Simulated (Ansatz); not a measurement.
Process, species as SMILES: N#C[O] → C atom + N atom + O atom
B3LYP-D3(BJ)/def2-TZVP geometries, fixed; electronic energies without zero-point terms.
Largest species:
```xyz
3

O      0.0000     0.0000    -1.1348
C      0.0000     0.0000     0.0405
N      0.0000     0.0000     1.2622
```
Charge 0, spin multiplicity 2.

Basis-set convergence of the atomisation energy at wB97M-V with Ansatz (a quantum-chemistry and plane-wave program). All functions are spherical. The program fits the integrals of some runs and decomposes those of others, by size. Open shells are unrestricted. The functional holds VV10 correlation; no added dispersion term, no relativity. Functions are those of the species that has most. Reference: the value in aug-pcseg-3, 322.12 kcal/mol, itself unsure by roughly 0.33 kcal/mol (its mean distance from aug-cc-pVQZ, cc-pV5Z, def2-QZVPPD). Deviations are taken from unrounded values.

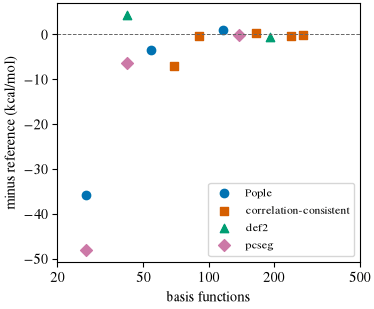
Figure. Deviation from the reference against the number of basis functions, by family of sets.

```
basis              functions  atomisation energy (kcal/mol)  minus reference (kcal/mol)
-----------------  ---------  -----------------------------  --------------------------
3-21G                     27                         286.33                      -35.79
pcseg-0                   27                         274.04                      -48.08
def2-SVP                  42                         326.45                        4.33
pcseg-1                   42                         315.86                       -6.27
6-311G**                  54                         318.75                       -3.38
aug-cc-pVDZ               69                         315.13                       -6.99
cc-pVTZ                   90                         321.71                       -0.41
6-311++G(3df,3pd)        117                         323.17                        1.04
aug-pcseg-2              138                         321.96                       -0.16
cc-pVQZ                  165                         322.39                        0.27
def2-QZVPPD              192                         321.57                       -0.56
aug-cc-pVQZ              240                         321.77                       -0.35
cc-pV5Z                  273                         322.06                       -0.07
```
